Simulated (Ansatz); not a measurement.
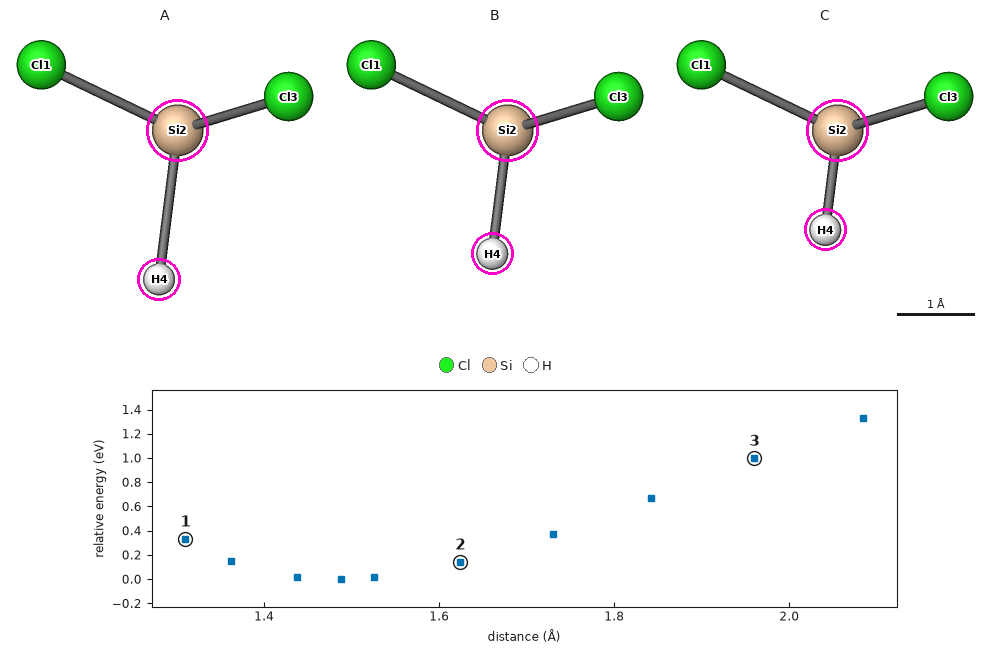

SiHCl2 (multiplicity 2): the Si2–H4 distance is varied, with the rest of the molecule carried along rigidly. The frames are shuffled; the numbered points of the plot belong to them. Style: ball-and-stick. Shown at a tilt. The ringed atoms are those of the scanned coordinate.

Level of theory: wB97M-V (def2-TZVPP, Ansatz), on geometries moved rigidly from the minimum at PBE0-D4/def2-TZVP. Energies are counted from the PBE0-D4/def2-TZVP minimum geometry at the same level.

Which frame belongs to which numbered point?

Answer. Point 1 is frame C (the distance 1.310 Å, 0.332 eV); 2 is frame B (the distance 1.624 Å, 0.143 eV); 3 is frame A (the distance 1.960 Å, 0.998 eV). Of the computed points the lowest is at the distance 1.488 Å, 0.000 eV. The end points stand at 0.332 eV (1.310 Å) and 1.332 eV (2.084 Å). The curvature at the lowest point is about 17 eV/Å² (2.8 mdyn/Å). The well is steeper on the short side, as for any bond.
